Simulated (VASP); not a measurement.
Band structure of TiCo (CsCl type). Computed with LDA (Ceperley-Alder, Perdew-Zunger) with spin-orbit coupling, VASP's LDA PAW potentials (set 64) (plane waves; VASP).

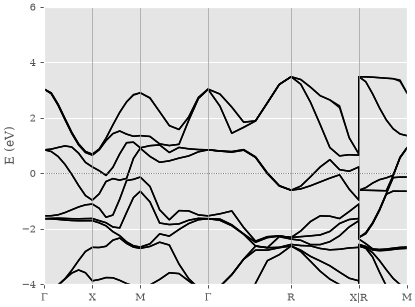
Fig. 1. Bands along high-symmetry lines, zero at the valence-band maximum or, without a gap, the Fermi level

Question: Read the plot: is there a gap, and where are the band edges?

Answer: It has no gap at this level: it comes out as a metal or semimetal.

The compound is TiCo in the CsCl type structure. It was relaxed first, which changed the volume by -9 %.
